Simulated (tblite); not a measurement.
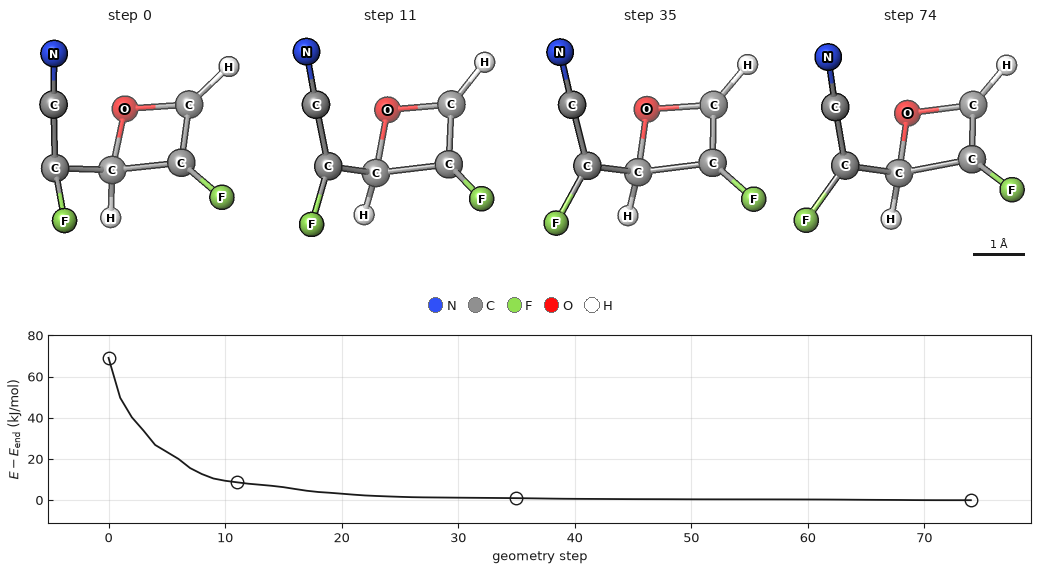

Frames of a relaxation of C$_{5}$H$_{2}$F$_{2}$NO (multiplicity 2), marked on the history of the run. A ball-and-stick model, seen at a tilt.

Method: tblite 0.8.0, GFN2-xTB geometry optimisation, gas phase. 

### Describe the path.

The largest move after the best rigid fit is that of an F atom, 0.88 Å. By element the largest moves are F 0.88 Å, H 0.33 Å, C 0.27 Å, N 0.24 Å, O 0.10 Å. Near-neighbour distances that change, for instance: C–C 1.452 → 1.374 Å, C–O 1.398 → 1.450 Å, C–C 1.490 → 1.523 Å, C–F 1.351 → 1.324 Å. Among the angles between lasting bonds that change: C–C–C 112.1° → 123.7°, C–C–F 108.8° → 119.6°, F–C–C 108.0° → 116.7°. Over 74 geometry steps the energy falls by 69.1 kJ/mol. The run took 0.4 s on 1 thread of Arm Neoverse V1 (shared host). From step 0 to 11: a C atom moves most (0.32 Å), energy −60.4 kJ/mol. From step 11 to 35: an F atom moves most (0.35 Å), energy −7.71 kJ/mol. From step 35 to 74: an F atom moves most (0.29 Å), energy −0.99 kJ/mol.

```tsv
step	E − E(0), kJ/mol
0	0.00
1	-19.40
2	-28.87
3	-35.34
4	-42.31
5	-45.69
6	-49.09
7	-53.55
8	-56.43
9	-58.61
10	-59.71
13	-61.64
17	-64.55
20	-65.99
23	-67.10
27	-67.77
30	-67.92
34	-68.11
37	-68.30
40	-68.49
44	-68.61
47	-68.66
50	-68.72
54	-68.75
57	-68.77
61	-68.82
64	-68.92
67	-69.02
71	-69.14
74	-69.15
```
